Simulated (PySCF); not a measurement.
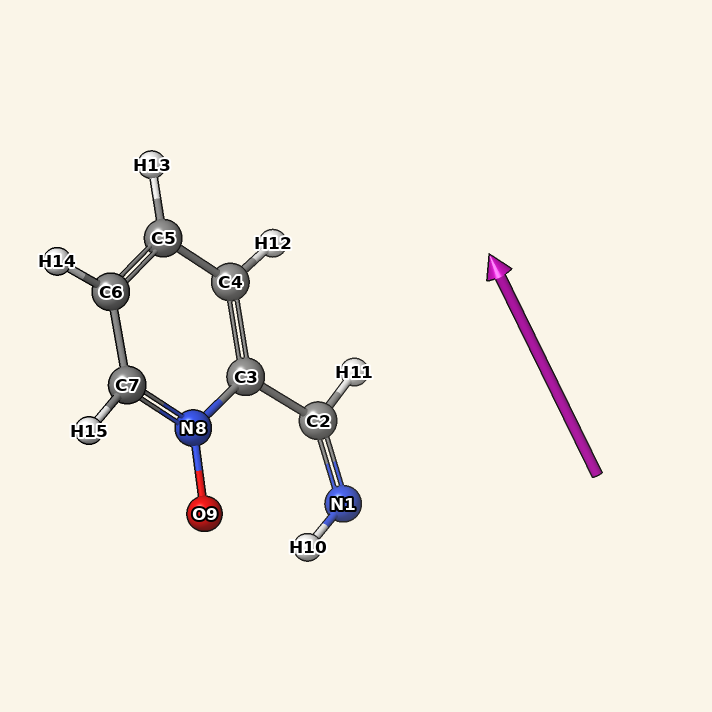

The arrow beside the molecule shows the direction of the dipole moment, from the negative to the positive end (its length means nothing). Computed geometry: GFN2-xTB optimisation. No frequency run is at hand to confirm it as a minimum. Level of theory: ωB97X-D/def2-SVPD, gas phase (PySCF 2.14.0).

### Estimate the dipole moment.

5.88 D; it points from the side of H10 to the side of H13 (the outermost atoms at the two ends).
